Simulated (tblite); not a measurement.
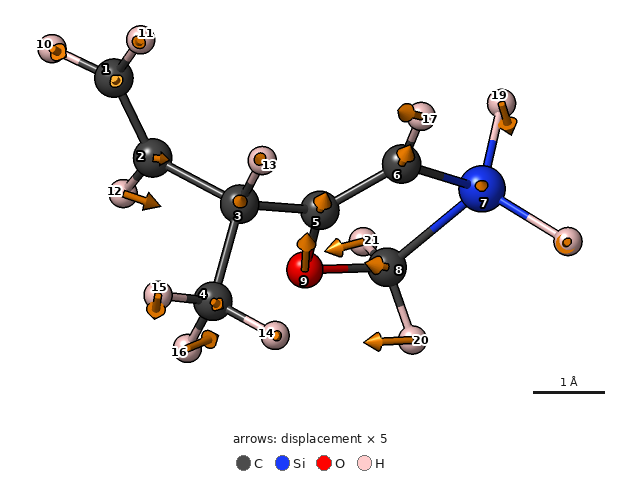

A relaxation of C7H12OSi. The starting structure is drawn; orange arrows show the displacements, magnified 5 times. The two geometries are superimposed by the best rigid fit.

The picture is a ball-and-stick view, seen at a tilt.

The calculation used tblite 0.8.0, GFN2-xTB geometry optimisation, gas phase. 

Q: What happened in the run?

A: The largest move after the best rigid fit is that of an H atom, 0.16 Å. By element the largest moves are H 0.16 Å, O 0.15 Å, C 0.09 Å, Si 0.04 Å. Near-neighbour distances that change, for instance: C–O 1.414 → 1.347 Å, C–Si 1.879 → 1.923 Å, C–C 1.531 → 1.502 Å, H–Si 1.494 → 1.467 Å. Among the angles between lasting bonds that change: Si–C–H 121.7° → 129.2°, C–C–H 126.5° → 120.8°, C–Si–H 111.8° → 116.8°. The energy falls by 25.7 kJ/mol in 40 geometry steps.
